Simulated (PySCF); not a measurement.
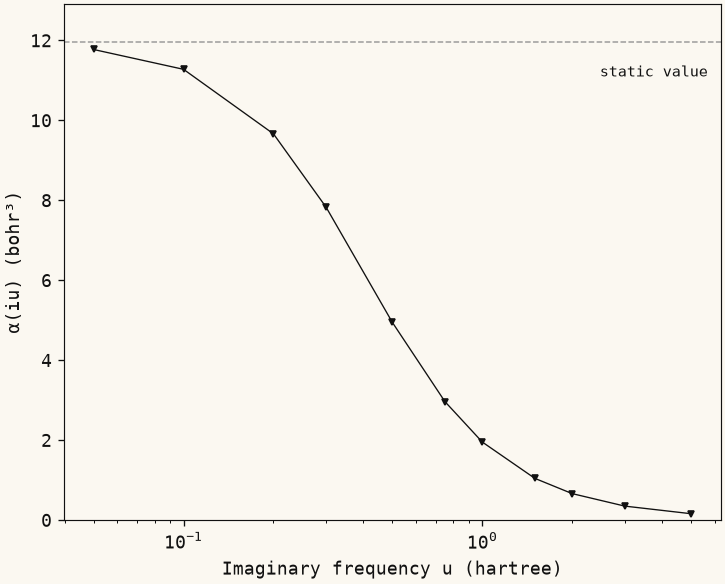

Dipole polarisability at imaginary frequency of an atom or ion with 29 electrons in the configuration [Ar] 3d⁹ 4s². Coupled response at the HSE06 level; PySCF, dyall-av2z, non-relativistic, unrestricted single determinants, no spin-orbit coupling.

**Which species is it, and what does the curve give?**

Ga²⁺ (gallium, Z = 31). The static dipole polarisability is 11.9 bohr³; α(iu) falls to half of it near u = 0.42 hartree. The Casimir–Polder integral gives C₆ = 45.3 hartree bohr⁶ for two such species.
